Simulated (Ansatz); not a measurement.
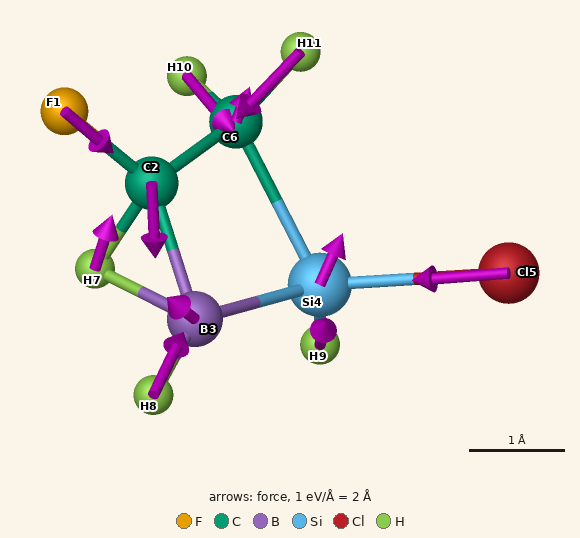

Starting geometry of C2H5BClFSi with the computed forces as purple arrows. The picture is a ball-and-stick view, seen from a free direction.

The start comes from PBE-D4/def2-SVP.

Method: Ansatz 0.2.0, RKS PBE0-D4/def2-TZVP. Set-up: force threshold 0.005 eV/Å; at most 150 steps.

Is this structure relaxed? If not, where do the atoms go?

Answer. It isn't relaxed: the largest force vector, on H10, is 0.59 eV/Å. The final displacements follow the starting forces only in part (cosine between the two patterns 0.70). The atom that moves furthest after the best rigid fit is H7 (0.058 Å). By element the largest moves are H 0.058 Å, Cl 0.032 Å, C 0.030 Å, F 0.021 Å, B 0.018 Å, Si 0.016 Å. Some distances before and after: B3–H7 1.492 → 1.551 Å, C2–H7 1.248 → 1.202 Å, Si4–Cl5 2.091 → 2.060 Å, Si4–C6 1.935 → 1.907 Å. Bond angles that change, for instance: B3–C2–H7 64.1° → 68.4°. Over 9 accepted moves (10 points after the start) the energy falls by 0.051 eV. Largest force component: 0.5 eV/Å at the start, 0.0046 eV/Å at the end. The line search rejected the trial step at point 8 of the run. The run took 60 s on 4 threads of Arm Neoverse V1, with other jobs on the host.
